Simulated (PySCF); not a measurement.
# PH3 (SMILES P): CCSDTQ/6-31G

What is the energy change on altering one bond length of PH3 at CCSDTQ/6-31G? Input form: a Python script.

The results are computed with PySCF 2.14.0.

6 further runs of the same task are left out: 6 set aside as unsound or not needed.

## Step 1: The structure to begin with

The species is PH3 (4 atoms), meant as a singlet with charge 0. As SMILES, `P`. Geometry: relaxed at PBE0-D4/def2-TZVP.

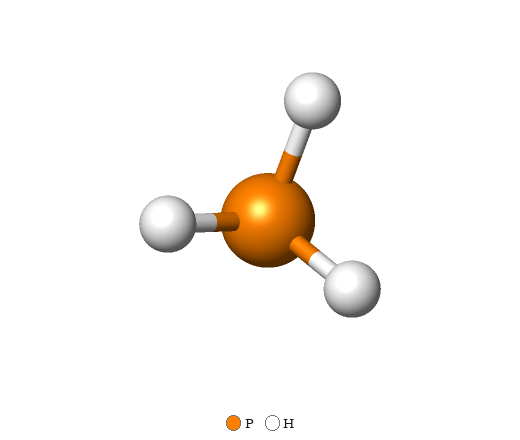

Viewed from a chosen angle; phosphorus orange, hydrogen white.

## Step 2: A single-point energy at CCSDTQ/6-31G

Contents of calc.py:

```python
from pyscf import gto, cc

system = gto.M(
    atom=[
    ('P', (0.346000, -0.326500, -0.332800)),
    ('H', (0.630900, -0.034000, 1.027000)),
    ('H', (-1.005500, -0.663000, -0.057200)),
    ('H', (0.028700, 1.023500, -0.636900)),
],
    max_memory=1860,
    verbose=3,
    spin=0,
    basis='6-31g',
)

mf = system.RHF()
mf.conv_tol = 1e-10
mf.kernel()
if not mf.converged:
    mf = mf.newton().run(mf.mo_coeff, mf.mo_occ)

mycc = cc.CCSDTQ(mf, frozen=5)
mycc.kernel()
e_tot = mycc.e_tot
print('E(%s) = %.9f' % ('CCSDTQ', e_tot))
```

Run with:

```console
$ OMP_NUM_THREADS=1 python calc.py
```

The log of the run:

```text
converged SCF energy = -342.395714304115
_make_eris_incore_RCCSDTQ

WARN: A large `blksize` is being used, which may cause large memory consumption
      for storing contraction intermediates. If memory is sufficient, consider using
      `pyscf.cc.rccsdtq_highm.RCCSDTQ` instead.

RCCSDTQ converged
E(RCCSDTQ) = -342.4817068111769   E_corr = -0.08599250706153751
E_corr(same-spin) = -0.00610175425385453
E_corr(oppo-spin) = -0.079890752807683
E(CCSDTQ) = -342.481706811
```

It took 38 s on 1 thread of Arm Neoverse V2, shared host; peak memory 0.26 GiB.

## Step 3: The distorted shape

Contents of run.py:

```python
from pyscf import gto, scf, cc

molecule = gto.M(
    atom='''
P        0.726755      -1.946477       0.032115
H        1.011655      -1.653977       1.391915
H       -0.624745      -2.282977       0.307715
H        0.028700       1.023500      -0.636900
''',
    verbose=4,
    max_memory=1860,
    basis='6-31g',
)

mf = scf.RHF(molecule)
mf.conv_tol = 1e-10
mf.kernel()
if not mf.converged:
    mf = mf.newton().run(mf.mo_coeff, mf.mo_occ)

mycc = cc.CCSDTQ(mf, frozen=5)
mycc.kernel()
energy = mycc.e_tot
print(f'total energy: {energy:.8f} hartree')
```

Run with:

```console
$ OMP_NUM_THREADS=1 python run.py
```

The log of the run:

```text
PySCF version 2.14.0

[INPUT] num. atoms = 4
[INPUT] num. electrons = 18
[INPUT] charge = 0
[INPUT] spin (= nelec alpha-beta = 2S) = 0
[INPUT] symmetry False subgroup None
[INPUT] Mole.unit = angstrom
[INPUT] Symbol           X                Y                Z      unit          X                Y                Z       unit  Magmom
[INPUT]  1 P      0.726755000000  -1.946477000000   0.032115000000 AA    1.373367909658  -3.678308437765   0.060688554490 Bohr   0.0
[INPUT]  2 H      1.011655000000  -1.653977000000   1.391915000000 AA    1.911750882547  -3.125563546330   2.630338138674 Bohr   0.0
[INPUT]  3 H     -0.624745000000  -2.282977000000   0.307715000000 AA   -1.180596947691  -4.314201278681   0.581497074421 Bohr   0.0
[INPUT]  4 H      0.028700000000   1.023500000000  -0.636900000000 AA    0.054235139775   1.934134688492  -1.203566568735 Bohr   0.0

nuclear repulsion = 14.2820144509438
number of shells = 13
number of NR pGTOs = 58
number of NR cGTOs = 19
basis = 6-31g
ecp = {}

******** <class 'pyscf.scf.hf.RHF'> ********
method = RHF
initial guess = minao
damping factor = 0
level_shift factor = 0
DIIS = <class 'pyscf.scf.diis.CDIIS'>
diis_start_cycle = 1
diis_space = 8
diis_damp = 0
SCF conv_tol = 1e-10
SCF conv_tol_grad = None
SCF max_cycles = 50
direct_scf = True
direct_scf_tol = 1e-13
Set gradient conv threshold to 1e-05
Initial guess from minao.
init E= -341.866886287737
  HOMO = -0.217526015528191  LUMO = -0.135374448703264  gap/eV = 2.23546
cycle= 1 E= -342.194809124905  delta_E= -0.328  |g|= 0.125  |ddm|= 1.55
  HOMO = -0.312263072812767  LUMO = -0.0707248501208624  gap/eV = 6.57259
cycle= 2 E= -342.206858937656  delta_E= -0.012  |g|= 0.0549  |ddm|= 0.402
  HOMO = -0.30393207277663  LUMO = -0.0620022835889376  gap/eV = 6.58324
cycle= 3 E= -342.20816550086  delta_E= -0.00131  |g|= 0.0252  |ddm|= 0.151
  HOMO = -0.303415991444415  LUMO = -0.057781209373041  gap/eV = 6.68406
cycle= 4 E= -342.208695473083  delta_E= -0.00053  |g|= 0.00602  |ddm|= 0.0687
  HOMO = -0.303167006455875  LUMO = -0.0573275672802653  gap/eV = 6.68963
cycle= 5 E= -342.208741120764  delta_E= -4.56e-05  |g|= 0.00175  |ddm|= 0.0227
  HOMO = -0.30333804511056  LUMO = -0.0571963393770223  gap/eV = 6.69786
cycle= 6 E= -342.208749405119  delta_E= -8.28e-06  |g|= 0.000536  |ddm|= 0.00988
  HOMO = -0.303490090106118  LUMO = -0.0572751655168506  gap/eV = 6.69985
cycle= 7 E= -342.208750052001  delta_E= -6.47e-07  |g|= 8.07e-05  |ddm|= 0.00328
  HOMO = -0.303487291315919  LUMO = -0.0572693066468091  gap/eV = 6.69993
cycle= 8 E= -342.208750059808  delta_E= -7.81e-09  |g|= 8.54e-06  |ddm|= 0.00039
  HOMO = -0.303490211664154  LUMO = -0.0572705180595325  gap/eV = 6.69998
cycle= 9 E= -342.208750059887  delta_E= -7.92e-11  |g|= 1.52e-06  |ddm|= 4e-05
  HOMO = -0.303489843422136  LUMO = -0.0572703184779138  gap/eV = 6.69997
Extra cycle  E= -342.20875005989  delta_E= -2.5e-12  |g|= 5.61e-07  |ddm|= 4.76e-06
converged SCF energy = -342.20875005989

******** <class 'pyscf.cc.rccsdtq.RCCSDTQ'> ********
RCCSDTQ nocc = 4, nmo = 14
Allocating only the i<=j<=k<=l part of the T4 amplitude in memory
frozen orbitals 5
max_cycle = 50
conv_tol = 1e-07
conv_tol_normt = 1e-06
diis with the T4 amplitude
diis_space = 6
diis_start_cycle = 0
diis_start_energy_diff = 1e+09
einsum_backend: numpy
_make_eris_incore_RCCSDTQ
blksize  4

WARN: A large `blksize` is being used, which may cause large memory consumption
      for storing contraction intermediates. If memory is sufficient, consider using
      `pyscf.cc.rccsdtq_highm.RCCSDTQ` instead.

Approximate memory usage estimate
    ERIs memory               300 KB
    T1-ERIs memory            300 KB
Init t2, MP2 energy = -342.312701911225  E_corr(MP2) -0.103951851335
Init E_corr(RCCSDTQ) = -0.103951851335297
cycle =  1  E_corr(RCCSDTQ) = -0.134124168339  dE = -3.017231700413e-02  norm(d tamps) = 1.71179956e-01
cycle =  2  E_corr(RCCSDTQ) = -0.152663008836  dE = -1.853884049652e-02  norm(d tamps) = 1.10471270e-01
cycle =  3  E_corr(RCCSDTQ) = -0.169555529648  dE = -1.689252081221e-02  norm(d tamps) = 6.22296886e-02
cycle =  4  E_corr(RCCSDTQ) = -0.171994509953  dE = -2.438980304994e-03  norm(d tamps) = 2.04435181e-02
cycle =  5  E_corr(RCCSDTQ) = -0.171137987999  dE =  8.565219538594e-04  norm(d tamps) = 7.11330237e-03
cycle =  6  E_corr(RCCSDTQ) = -0.171523284357  dE = -3.852963581460e-04  norm(d tamps) = 4.15917751e-03
cycle =  7  E_corr(RCCSDTQ) = -0.171952995924  dE = -4.297115666465e-04  norm(d tamps) = 2.47829163e-03
cycle =  8  E_corr(RCCSDTQ) = -0.171645552016  dE =  3.074439079206e-04  norm(d tamps) = 1.30627508e-03
cycle =  9  E_corr(RCCSDTQ) = -0.171693434591  dE = -4.788257522045e-05  norm(d tamps) = 4.21808875e-04
cycle = 10  E_corr(RCCSDTQ) = -0.171696299369  dE = -2.864777136319e-06  norm(d tamps) = 1.95451866e-04
cycle = 11  E_corr(RCCSDTQ) = -0.171695276503  dE =  1.022865925793e-06  norm(d tamps) = 5.52711051e-05
cycle = 12  E_corr(RCCSDTQ) = -0.171692174755  dE =  3.101747211520e-06  norm(d tamps) = 2.85910236e-05
cycle = 13  E_corr(RCCSDTQ) = -0.171692504214  dE = -3.294588667435e-07  norm(d tamps) = 6.47200684e-06
cycle = 14  E_corr(RCCSDTQ) = -0.171692577415  dE = -7.320111744535e-08  norm(d tamps) = 2.92974853e-06
cycle = 15  E_corr(RCCSDTQ) = -0.171692615980  dE = -3.856424485305e-08  norm(d tamps) = 1.27358947e-06
cycle = 16  E_corr(RCCSDTQ) = -0.171692597403  dE =  1.857657586091e-08  norm(d tamps) = 4.63830154e-07
RCCSDTQ converged
E(RCCSDTQ) = -342.3804426572926   E_corr = -0.1716925974030329
E_corr(same-spin) = -0.00592683961391524
E_corr(oppo-spin) = -0.165765757789118
total energy: -342.38044266 hartree
```

It took 54 s on 1 thread of Arm Neoverse V2, shared host; peak memory 0.25 GiB.

## Step 4: Summary of results

Level: CCSDTQ/6-31G, 5 core orbitals frozen.

```
                                                         quantity          value
                                        first shape: total energy  -342.48171 Eh
                first shape: dipole moment (Hartree–Fock density)         1.22 D
                 first shape: HOMO energy (Hartree–Fock orbitals)      -10.53 eV
                 first shape: LUMO energy (Hartree–Fock orbitals)        4.57 eV
               first shape: HOMO–LUMO gap (Hartree–Fock orbitals)       15.10 eV
         first shape: correlation energy (5 core orbitals frozen)      -86.0 mEh
                                       first shape: T1 diagnostic          0.006
                                    distorted shape: total energy  -342.38044 Eh
            distorted shape: dipole moment (Hartree–Fock density)         2.25 D
             distorted shape: HOMO energy (Hartree–Fock orbitals)       -8.26 eV
             distorted shape: LUMO energy (Hartree–Fock orbitals)       -1.56 eV
           distorted shape: HOMO–LUMO gap (Hartree–Fock orbitals)        6.70 eV
     distorted shape: correlation energy (5 core orbitals frozen)     -171.7 mEh
                                   distorted shape: T1 diagnostic          0.045
energy change with the P1–H4 bond stretched from 1.420 to 3.123 Å       2.756 eV
```

In words: With the P1–H4 bond stretched from 1.420 to 3.123 Å the energy rises by 2.76 eV (266 kJ/mol). The first shape isn't relaxed at this level, so the change isn't measured from a minimum. Mulliken charges (first shape) of the mean-field density run from -0.05 on H2 to +0.16 on P1; they depend strongly on the basis. Mulliken charges (distorted shape) of the mean-field density run from -0.08 on H4 to +0.24 on P1.
